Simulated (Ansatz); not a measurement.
**AlAsH6O2S: density, localisation and related maps**

Input file:

```
crystal:
  periodic: [false, false, false]
  atoms:
    - {symbol: Al, position_ang: [-0.448921, -0.290600, -0.235711]}
    - {symbol: S, position_ang: [1.390210, 1.016366, -1.452947]}
    - {symbol: O, position_ang: [-0.371464, -1.619018, -1.309345]}
    - {symbol: O, position_ang: [-1.683634, 0.874940, -0.458112]}
    - {symbol: H, position_ang: [2.378187, 0.150105, -1.171749]}
    - {symbol: As, position_ang: [0.620733, -0.688314, 1.926511]}
    - {symbol: H, position_ang: [1.763786, 1.865976, -0.480738]}
    - {symbol: H, position_ang: [-1.011093, -1.726011, -2.011819]}
    - {symbol: H, position_ang: [-2.119197, 1.288674, 0.284516]}
    - {symbol: H, position_ang: [0.065005, 0.612356, 2.498839]}
    - {symbol: H, position_ang: [-0.583812, -1.484473, 2.410756]}
basis:
  gaussian: {orbitals: def2-TZVPP}
hamiltonian: {xc: pbe0, dispersion: d4}
output: {orbitals: {seedname: orbitals}}
```

Run with:

```sh
ansatz run in.yaml --threads 8 --pin off --events-out ev --progress --plain --max-ram 19148MiB
```

The product side of a reaction path; geometry: PBE0-D4/def2-TZVP; a saddle point, not a minimum.

Method: RKS PBE0-D4/def2-TZVPP (Ansatz 0.2.0).

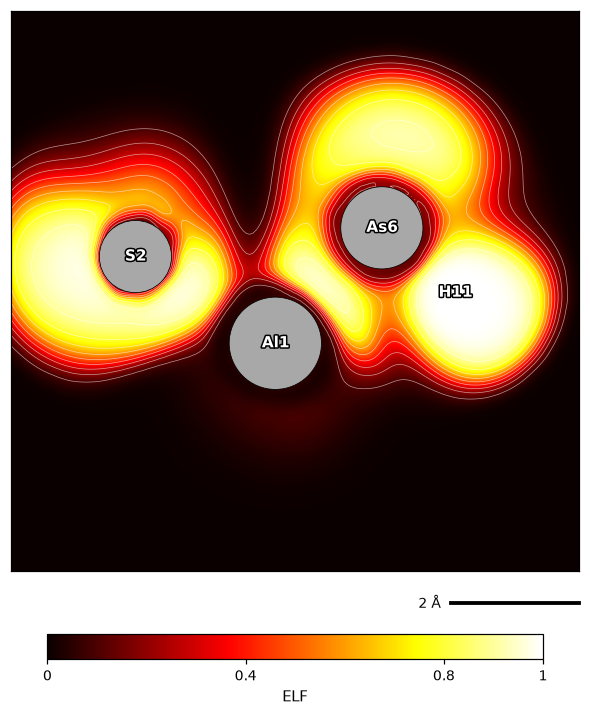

Figure 1. ELF on the plane of atoms Al1, As6 and H11. Grey discs cover the atomic cores.

Read the bonding off the picture.

- The section cuts through Al, S, As and H sites.
- Al–As (2.44 Å): the ELF peaks at about 0.95 between the atoms: a covalent bond.
- Al–S (2.56 Å): the ELF peaks at about 0.95 in the valence shell of S, 1.0 Å from its nucleus, and is about 0.90 at the midpoint.
- As–H (1.52 Å): the ELF climbs to about 1 towards the hydrogen, as it does in any bond to H.
- The ELF also peaks beside S2 and As6, away from the bonds: lone-pair regions.

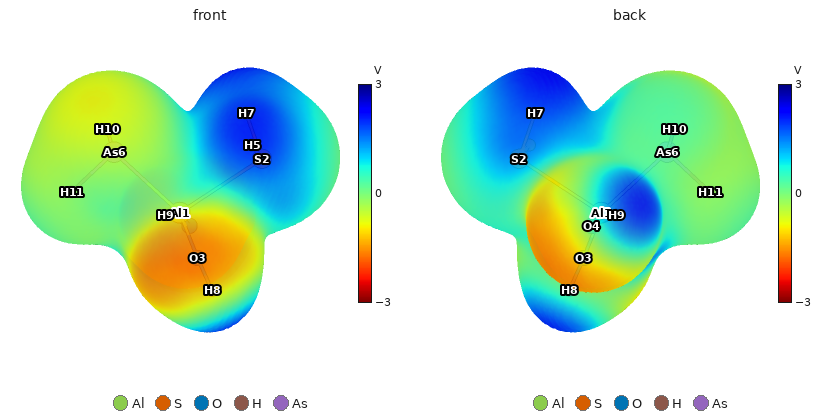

Figure 2. The molecular electrostatic potential painted on the density surface at 0.002 e/bohr³, seen from the front and from behind; red is negative and blue positive.

Describe the electrostatic potential map.

The most negative region (about −1.7 V) lies over O3 and O4, the most positive (about +2.2 V) over H7 and H9.

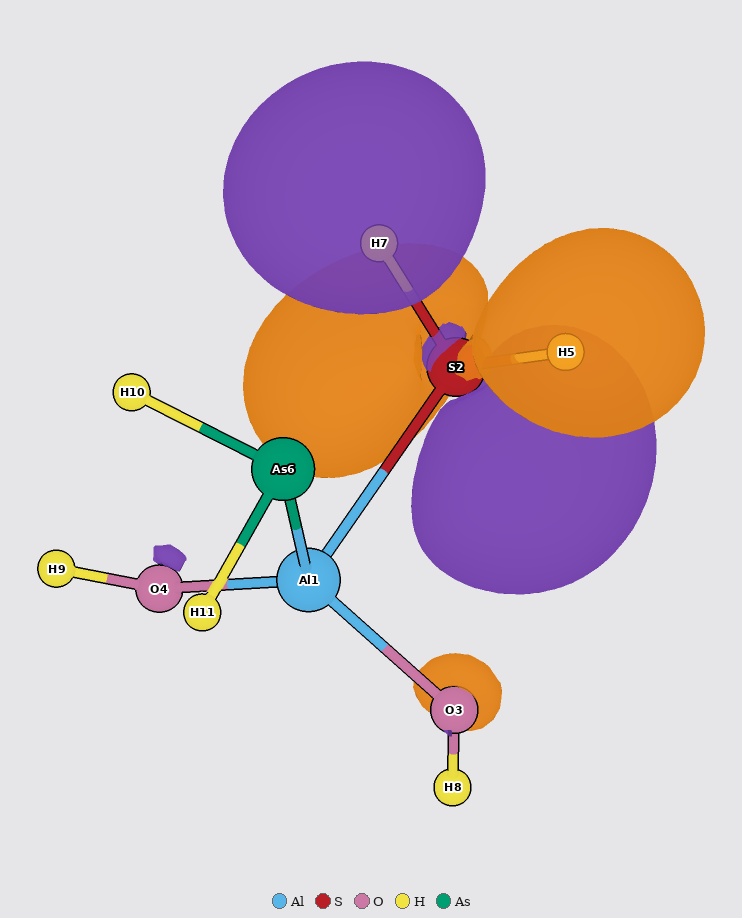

Figure 3. One frontier orbital at ±0.1 Å⁻³ᐟ² (orange and purple are the two phases), seen at an oblique angle.

Which orbital is it: HOMO or LUMO?

The LUMO, at −0.44 eV. It lies mainly on S2 (about 55 %), H7 (about 20 %) and H5 (about 15 %).
